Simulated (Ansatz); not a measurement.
Input

```
crystal:
  periodic: [false, false, false]
  atoms:
    - {symbol: B, position_ang: [-1.809650, 0.616986, -0.808685]}
    - {symbol: Si, position_ang: [-0.103143, -0.419344, -0.626370]}
    - {symbol: N, position_ang: [1.129045, 0.465196, 0.241097]}
    - {symbol: C, position_ang: [1.662968, 0.072978, 1.309208]}
    - {symbol: H, position_ang: [-2.730421, 0.117195, -1.387362]}
    - {symbol: H, position_ang: [-1.959035, 1.718421, -0.371255]}
    - {symbol: H, position_ang: [0.433353, -0.684451, -1.992134]}
    - {symbol: H, position_ang: [-0.384811, -1.745189, 0.021404]}
    - {symbol: H, position_ang: [2.423253, 0.686462, 1.807168]}
    - {symbol: H, position_ang: [1.421340, -0.879353, 1.809830]}
basis:
  gaussian: {orbitals: def2-TZVPP}
hamiltonian: {xc: pbe0, dispersion: d4}
output: {orbitals: {seedname: orbitals}}
```

Run with:

```sh
ansatz run in.yaml --threads 2 --pin off --events-out ev --progress --plain --max-ram 4352MiB
```

Geometry: PBE0-D4/def2-TZVP.

Theory: RKS PBE0-D4/def2-TZVPP (Ansatz).

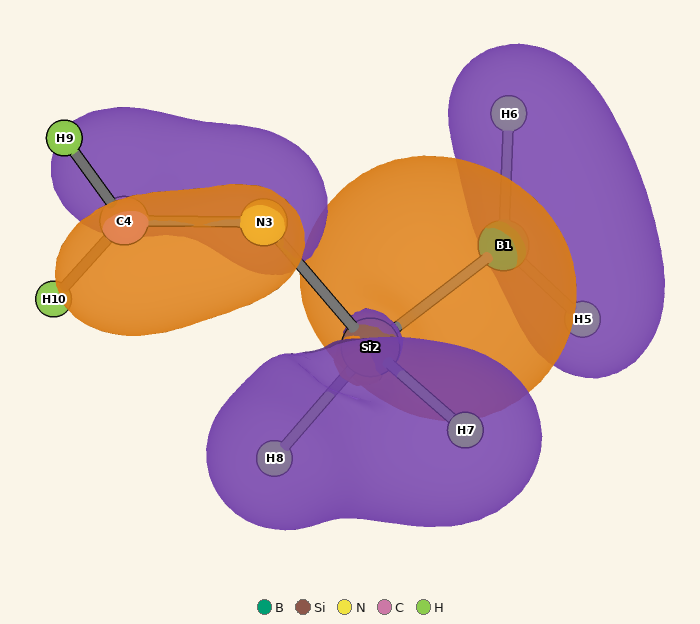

CH6BNSi (SMILES B[SiH2]N=C). The HOMO−1 at ±0.1 Å⁻³ᐟ² (orange and purple are the two phases), seen at a tilt.

**What is the character of this orbital?**

By Hirshfeld shares it lies mainly on B1 (about 30 %), Si2 (about 30 %), C4 (about 10 %), H7 (about 5 %) and N3 (about 5 %). Its energy is −8.19 eV.
